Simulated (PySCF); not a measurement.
# CH₂ClGeN: one change and its effect

System: CH₂ClGeN, SMILES N#[C][GeH2][Cl].
Method of run A: TDDFT B3LYP/def2-SVPD, vertical, gas phase, core orbitals frozen in the response (PySCF 2.14.0).

The geometry comes from this level: PBE0-D3(BJ)/def2-SVP. Text and figures count atoms from 1; the logs count them from 0 in places.

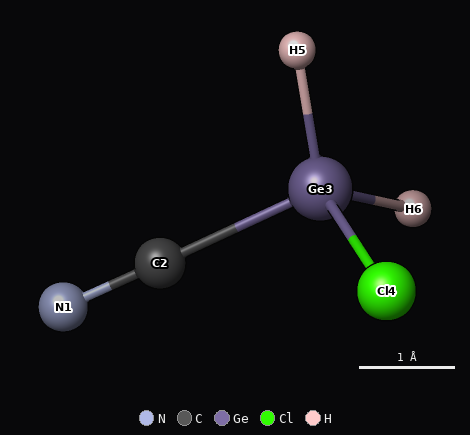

The input geometry (ball-and-stick view, seen at a tilt; atoms are numbered from 1 in the order of the input). Sticks mark near contacts. Bond lengths as drawn: Cl–Ge 2.15 Å, C–Ge 1.92 Å, C–N 1.16 Å and Ge–H 1.53 Å.

## The input, run A
```
{"job": {"kind": "uv", "xc": "B3LYP", "basis": "def2-SVPD", "ip": true}, "charge": 0, "multiplicity": 1}
N      2.503396     0.231124    -0.059854
C      1.354767     0.077333    -0.035318
Ge    -0.545432    -0.207142     0.010245
Cl    -1.449561     1.738894    -0.053184
H     -0.897087    -0.881792     1.334687
H     -0.942410    -0.988293    -1.240860
```

The first line tells a small driver script what to run in PySCF; the rest is the geometry in Å.

Command:
```bash
OMP_NUM_THREADS=1 python <driver script> task.json out
```

Hardware: 1 CPU thread, shared host.

## Output (run A)
```
coarse grid: 28976 points
cycle   1  E = -2630.7993778986  dE = -2.948e-01  |g| = 6.256e-01  |ddm| = 3.027e+00
cycle   2  E = -2630.5634477952  dE =  2.359e-01  |g| = 1.199e+00  |ddm| = 1.853e+00
cycle   3  E = -2630.8569053006  dE = -2.935e-01  |g| = 3.043e-01  |ddm| = 1.296e+00
cycle   4  E = -2630.8753922769  dE = -1.849e-02  |g| = 2.811e-02  |ddm| = 2.509e-01
cycle   5  E = -2630.8755431154  dE = -1.508e-04  |g| = 1.036e-02  |ddm| = 4.348e-02
cycle   6  E = -2630.8755752003  dE = -3.208e-05  |g| = 1.200e-03  |ddm| = 1.423e-02
cycle   7  E = -2630.8755755648  dE = -3.646e-07  |g| = 3.021e-04  |ddm| = 1.823e-03
final grid: 57728 points
cycle   8  E = -2630.8755612746  dE =  3.251e-09  |g| = 4.099e-04  |ddm| = 1.536e-03
cycle   9  E = -2630.8755611328  dE =  1.418e-07  |g| = 9.059e-04  |ddm| = 1.088e-03
cycle  10  E = -2630.8755613092  dE = -1.764e-07  |g| = 1.544e-04  |ddm| = 7.683e-04
cycle  11  E = -2630.8755613152  dE = -5.943e-09  |g| = 1.284e-05  |ddm| = 1.759e-04
cycle  12  E = -2630.8755613152  dE = -3.092e-11  |g| = 1.150e-06  |ddm| = 1.181e-05
converged SCF energy = -2630.8755613152

Static polarisability (au): isotropic 58.423, principal 48.086 56.517 70.667

Singlet excitations
state   eV       nm        f      main configurations
  1   6.2801    197.4   0.00690   H->L 0.97
  2   6.4242    193.0   0.01732   H-1->L 0.98
  3   6.7160    184.6   0.00286   H-2->L 0.89
  4   7.0678    175.4   0.01936   H-3->L 0.68, H-2->L+1 0.24
  5   7.2775    170.4   0.00046   H-3->L+1 0.54, H-1->L+1 0.39
  6   7.5035    165.2   0.00336   H-4->L 0.52, H->L+1 0.23, H-1->L+2 0.18
  7   7.5352    164.5   0.00851   H->L+2 0.79, H-1->L+1 0.11
  8   7.5575    164.1   0.01306   H->L+1 0.65, H-4->L 0.27
  9   7.6318    162.5   0.00147   H-1->L+1 0.45, H-3->L+1 0.32, H->L+2 0.18
 10   7.6684    161.7   0.00322   H-1->L+2 0.79, H-4->L 0.15

Triplet excitations (Tamm-Dancoff, eV): 5.6909 5.8913 6.0246 6.1829
Vertical ionisation energy (delta-SCF) = 11.6313 eV
Vertical electron affinity (delta-SCF) = -0.0850 eV
```

The input of run B differs as follows (lines with − go, lines with + come):
```diff
-"xc": "B3LYP"
+"xc": "BHandHLYP"
```

How does run B compare with run A?

The total energies belong to different methods, so their difference says nothing on which is more stable or more accurate. The HOMO goes from −9.25 to −10.77 eV. The LUMO goes from −1.84 to −0.67 eV. The dipole moment goes from 3.53 to 3.64 D. The lowest excitation goes from 6.28 to 6.70 eV. The strongest computed line goes from 7.07 to 8.77 eV. The functional changes from B3LYP to BHandHLYP. The SCF takes 11 iterations against 12.

## Output (run B)
```
coarse grid: 28976 points
cycle   1  E = -2630.6622489031  dE = -3.182e-01  |g| = 5.526e-01  |ddm| = 2.910e+00
cycle   2  E = -2630.5877167044  dE =  7.453e-02  |g| = 8.383e-01  |ddm| = 1.348e+00
cycle   3  E = -2630.7356848127  dE = -1.480e-01  |g| = 1.231e-01  |ddm| = 8.329e-01
cycle   4  E = -2630.7385111708  dE = -2.826e-03  |g| = 4.001e-02  |ddm| = 1.426e-01
cycle   5  E = -2630.7388314662  dE = -3.203e-04  |g| = 3.815e-03  |ddm| = 5.326e-02
cycle   6  E = -2630.7388369569  dE = -5.491e-06  |g| = 1.094e-03  |ddm| = 8.140e-03
final grid: 57728 points
cycle   7  E = -2630.7388268945  dE = -1.705e-07  |g| = 8.481e-04  |ddm| = 2.747e-03
cycle   8  E = -2630.7388267985  dE =  9.600e-08  |g| = 1.111e-03  |ddm| = 1.867e-03
cycle   9  E = -2630.7388270761  dE = -2.776e-07  |g| = 2.461e-04  |ddm| = 1.143e-03
cycle  10  E = -2630.7388270898  dE = -1.368e-08  |g| = 3.417e-05  |ddm| = 2.311e-04
cycle  11  E = -2630.7388270900  dE = -2.565e-10  |g| = 1.455e-05  |ddm| = 5.386e-05
converged SCF energy = -2630.7388270900

Static polarisability (au): isotropic 56.281, principal 46.577 54.515 67.749

Singlet excitations
state   eV       nm        f      main configurations
  1   6.6954    185.2   0.00036   H-2->L 0.38, H->L 0.27
  2   7.0629    175.5   0.01038   H->L 0.64, H-2->L 0.14, H-3->L+2 0.11
  3   7.0774    175.2   0.01509   H-1->L 0.64, H-2->L+2 0.14
  4   7.2577    170.8   0.01311   H-3->L 0.38, H-1->L 0.26, H-2->L+2 0.18
  5   7.2652    170.7   0.00315   H-3->L+2 0.54, H-2->L 0.18, H-1->L+2 0.10
  6   8.2924    149.5   0.00242   H-4->L 0.64, H-1->L+1 0.10
  7   8.4424    146.9   0.00380   H-4->L+2 0.43, H-1->L+2 0.37
  8   8.5143    145.6   0.01138   H->L+1 0.92
  9   8.7721    141.3   0.04664   H->L+2 0.43, H-1->L+1 0.28, H-3->L 0.14
 10   8.7920    141.0   0.03816   H-1->L+1 0.54, H->L+2 0.28

Triplet excitations (Tamm-Dancoff, eV): 5.5503 6.1121 6.1546 6.5432
Vertical ionisation energy (delta-SCF) = 11.9722 eV
```

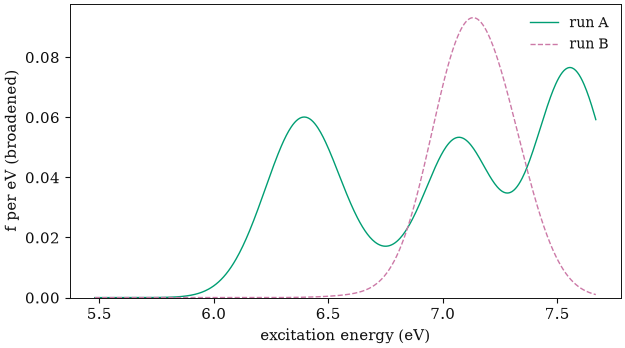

Absorption of the two runs from their computed states, each broadened by a Gaussian of 0.35 eV full width; the range ends where the shorter list of states ends.

## The two runs side by side

| quantity | run A | run B |
| --- | --- | --- |
| outcome | converged | converged |
| total energy (hartree) | −2630.875561 | −2630.738827 |
| HOMO (eV) | −9.25 | −10.77 |
| LUMO (eV) | −1.84 | −0.67 |
| dipole moment (D) | 3.53 | 3.64 |
| lowest excitation (eV) | 6.28 | 6.70 |
| SCF iterations | 12 | 11 |
| strongest computed line (eV) | 7.07 | 8.77 |
| basis functions | 121 | 121 |
| wall time (shared host) | 41 s | 47 s |

For both runs: Spin–orbit coupling is left out, which matters for the heavy atoms.
